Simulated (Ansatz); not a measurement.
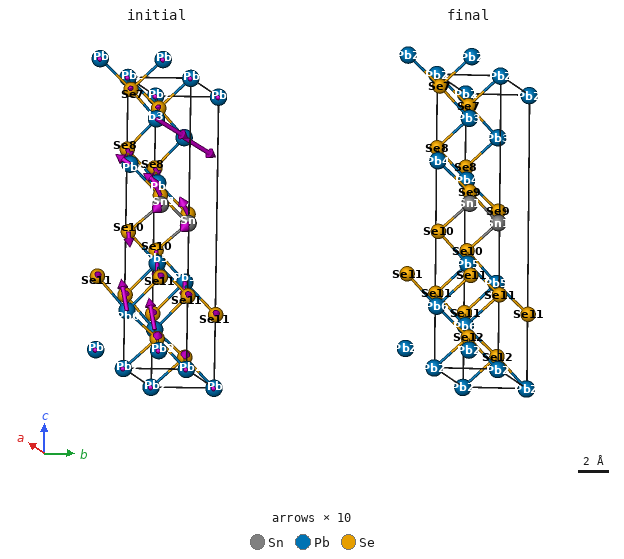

The structure of crystalline SnPb$_{5}$Se$_{6}$ (a generated structure, set up in P1) (coarse preliminary run) before (left) and after (right) a relaxation, at one scale. The purple arrows give the displacements (the part carried along by the change of the cell is left out), 10 times their true length.

A ball-and-stick model of the cell of the calculation, repeated 2 × 1 × 1 with one cell outlined, seen from a free direction.

All numbers below come from DFT PBE, scalar-relativistic, plane waves, PAW in Ansatz. Set-up: plane-wave cutoff 420 eV; k-point mesh 6 × 6 × 1; occupations gaussian; smearing width 0.2 eV; no spin polarisation; cell and atoms relaxed; force threshold 0.025 eV/Å; at most 60 steps.

Question: What changed between the two?

Answer: After 4 accepted moves (5 points after the start) the energy has fallen by 48.3 meV per atom. Largest force component: 1.4 eV/Å at the start, 0.018 eV/Å at the end. The pressure goes from 2.01 to 0.00 GPa. At 1 point the geometry stayed and the basis and grid were re-selected for the new cell (energy shift of 0.1 meV per atom at most each time). The largest move relative to the cell is that of Pb3, 0.30 Å roughly along [−2 1 0]. By element the largest moves are Pb 0.30 Å, Se 0.15 Å, Sn 0.12 Å. The volume changes by +2.9 %, with a 4.285 → 4.377 Å (+2.1 %), b 4.334 → 4.386 Å (+1.2 %), c 21.330 → 21.473 Å (+0.7 %), α 89.2° → 89.8°, β 90.7° → 90.0°, γ 118.9° → 120.0°. Near-neighbour distances that change, for instance: Pb3–Se7 2.722 → 3.081 Å, Pb6–Se12 2.897 → 3.088 Å, Sn1–Se9 2.820 → 3.010 Å, Pb6–Se12 (another image) 2.931 → 3.118 Å. Among the angles between lasting bonds that change: Se7–Pb3–Se8 169.4° → 178.7°, Se7–Pb3–Se8 168.7° → 176.8°, Pb5–Se11–Pb6 96.3° → 89.8°. The space group stays P1 (No. 1). The run took 110 s on 4 threads of Intel(R) Xeon(R) Platinum 8259CL CPU @ 2.50GHz (Skylake/Cascade Lake), with other jobs on the host, peak memory 1.5 GiB.
